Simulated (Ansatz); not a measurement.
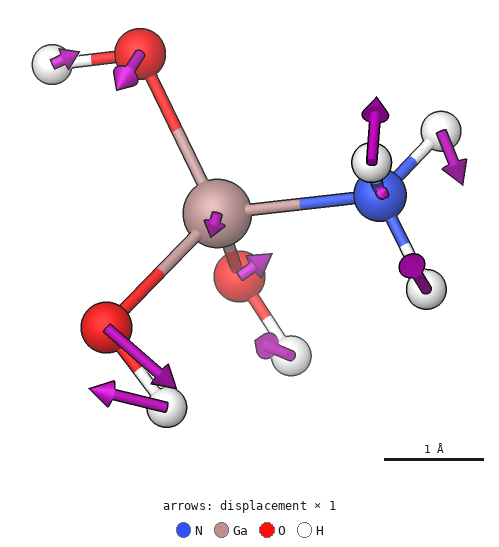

A relaxation of GaNH6O3 (coarse preliminary run). The starting structure is drawn; purple arrows show the displacements, at their true length. The two geometries are superimposed by the best rigid fit.

The picture is a ball-and-stick view, seen at a tilt.

The start comes from a force field.

Theory: RKS PBE-D4/def2-SVP (Ansatz 0.2.0).

Input
```yaml
crystal:
  periodic: [false, false, false]
  atoms:
    - {symbol: N, position_ang: [-1.223500, 0.491600, 0.534200]}
    - {symbol: Ga, position_ang: [0.439300, -0.163400, 0.046400]}
    - {symbol: O, position_ang: [1.451200, -0.288400, 1.532500]}
    - {symbol: O, position_ang: [1.318400, 0.970700, -1.160800]}
    - {symbol: O, position_ang: [0.243600, -1.825500, -0.718400]}
    - {symbol: H, position_ang: [-1.164200, 1.498900, 0.948900]}
    - {symbol: H, position_ang: [-1.708100, -0.096400, 1.214000]}
    - {symbol: H, position_ang: [-1.833200, 0.630200, -0.335800]}
    - {symbol: H, position_ang: [2.349000, -0.637300, 1.262300]}
    - {symbol: H, position_ang: [0.592600, 1.039500, -1.873200]}
    - {symbol: H, position_ang: [-0.399800, -1.677000, -1.429500]}
basis:
  gaussian: {orbitals: def2-SVP}
hamiltonian: {xc: pbe, dispersion: d4}
relax: {f_tol: 0.03, max_steps: 200}
```

Command:
```bash
ansatz run in.yaml --threads 4 --pin off --events-out ev --progress --plain --max-ram 10444MiB
```

> Describe the change and its energy.

After 17 accepted moves (22 points after the start) the energy has fallen by 1.219 eV. Largest force component: 4.3 eV/Å at the start, 0.0037 eV/Å at the end. The line search rejected the trial steps at points 6, 11, 14, 16, 17 of the run. The forces were under the threshold at step 15, but the run went on from there. The largest move after the best rigid fit is that of O4, 0.96 Å. Largest moves by element: O 0.96 Å, H 0.86 Å, Ga 0.27 Å, N 0.13 Å. Among the contacts that change: N1–Ga2 1.853 → 2.101 Å, N1–H6 1.091 → 1.028 Å, O4–H10 1.019 → 0.974 Å, Ga2–O4 1.875 → 1.830 Å. Bond angles that change, for instance: N1–Ga2–O4 112.1° → 97.2°, Ga2–O4–H10 99.0° → 110.1°, N1–Ga2–O5 109.5° → 98.9°. Groups turn about N1–Ga2 by about 60°.
